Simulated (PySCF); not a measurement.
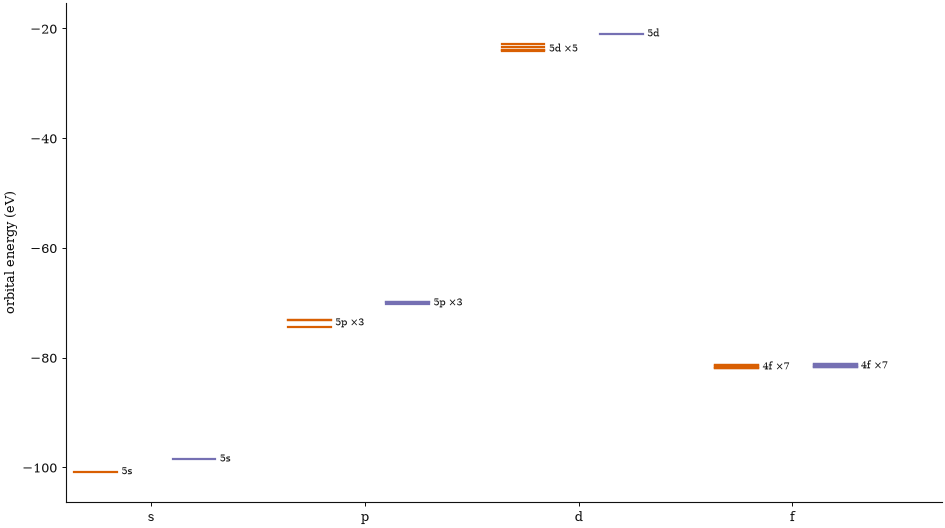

**Figure 1.** Orbital energies of the mean field, from the top down to −100.8 eV, by angular momentum, α spin at the left of each column and β at the right; ×n counts the orbitals under one label. Empty levels that the record names by l alone aren't drawn. The highest filled orbital is 5d β at −20.9 eV, the lowest empty one d β at −21.2 eV.

Atomic calculation for Os²⁺

System: Os²⁺, configuration 1s2 2s2 2p6 3s2 3p6 3d10 4s2 4p6 4d10 4f14 5s2 5p6 5d6, multiplicity 5.
Method: unrestricted M06-L, jorge-DZP-DKH, spin-free X2C-1e, Gaussian nucleus (PySCF).

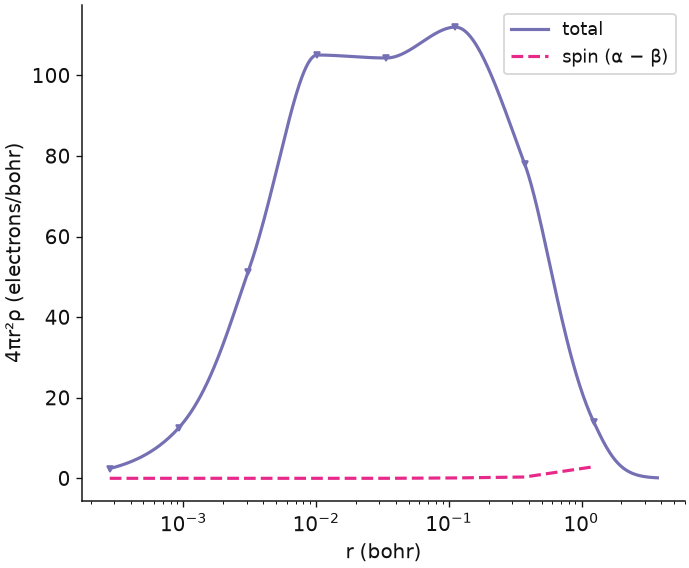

**Figure 2.** Spherically averaged radial density 4πr²ρ of the mean field and its spin part; markers are the stored points, which are sparse, and the line is a monotone interpolation between them. The largest stored value is 112 electrons/bohr at r = 0.11 bohr. Root-mean-square radii of the shells: 4p 0.481, 4d 0.548, 4f 0.598, 5s 1.11, 5p 1.24, 5d 1.89 bohr.

These pictures come from the run below.

## Input file
```python
from pyscf import gto, scf, dft, mp, cc
import basis_set_exchange as bse
mol = gto.M(atom="Os 0 0 0", charge=2, spin=4, symmetry="D2h",
            basis=gto.basis.parse(bse.get_basis("jorge-DZP-DKH", elements=["Os"], fmt="nwchem", header=False)),
            nucmod="G")
mf = dft.UKS(mol, xc="M06L").sfx2c1e()
mf.irrep_nelec = {'Ag': (11, 9), 'B1g': (3, 3), 'B2g': (3, 2), 'B3g': (3, 2), 'Au': (1, 1), 'B1u': (6, 6), 'B2u': (6, 6), 'B3u': (6, 6)}
mf.kernel()
```

The script is an equivalent of what the driver set up; the driver started from orbitals of its own, so the log can be shorter than this script's would be, and it computed the properties (radii, ⟨L²⟩, response) afterwards. It also set what the script leaves out: hgrid = 0.3. It held the occupations shell by shell, which the script's counts by irreducible representation don't always enforce.

Launched within a batch (the task file carries these settings):
```bash
OMP_NUM_THREADS=1 python <driver script> TASK.json OUT
```

## Log (extracts)
```
damping factor = 0
level_shift factor = 0
DIIS = <class 'pyscf.scf.diis.CDIIS'>
diis_start_cycle = 1
diis_space = 10
diis_damp = 0
SCF conv_tol = 1e-09
SCF conv_tol_grad = None
number electrons alpha = 39  beta = 35
XC functionals = M06L
    Y. Zhao and D. G. Truhlar.,  J. Chem. Phys. 125, 194101 (2006)
    Y. Zhao and D. G. Truhlar.,  J. Chem. Phys. 125, 194101 (2006)
    Y. Zhao and D. G. Truhlar.,  Theor. Chem. Acc. 120, 215 (2008)
cycle= 1 E= -17166.4189731879  delta_E= -0.0101  |g|= 0.0604  |ddm|= 0.304
cycle= 2 E= -17166.4192616314  delta_E= -0.000288  |g|= 0.0341  |ddm|= 0.0532
cycle= 3 E= -17166.4194625835  delta_E= -0.000201  |g|= 0.003  |ddm|= 0.0249
cycle= 4 E= -17166.4194653093  delta_E= -2.73e-06  |g|= 0.000103  |ddm|= 0.00284
cycle= 5 E= -17166.4194653159  delta_E= -6.54e-09  |g|= 1e-05  |ddm|= 0.000301
cycle= 6 E= -17166.4194653159  delta_E= -3.64e-11  |g|= 4.11e-07  |ddm|= 1.84e-05
converged SCF energy = -17166.4194653159  <S^2> = 6.0022105  2S+1 = 5.0008841
```

## What the run reported

| quantity | value |
| --- | --- |
| outcome | converged |
| total energy | −17166.4195 hartree |
| ⟨S²⟩ | 6.002 |
| ⟨L²⟩ | 6.04 |
| SCF iterations | 6 |
| hardware | 1 thread of Arm Neoverse V1, 23 GiB of memory available, shared host |
| wall time | 2.1 s |

## What is odd here

This input holds a deliberate oddity: grid misses charge; radial grid too coarse. The program ran to the end. Its numbers are those of this setting; this run alone doesn't show how far the oddity moves them. The driver held the occupations shell by shell, and empty d levels lie below the filled 5d. Radii and densities are those of the two-component orbitals, without the picture-change correction, so the innermost s shells come out slightly too small (about 1 % for 1s near Z = 40, more for heavier atoms).
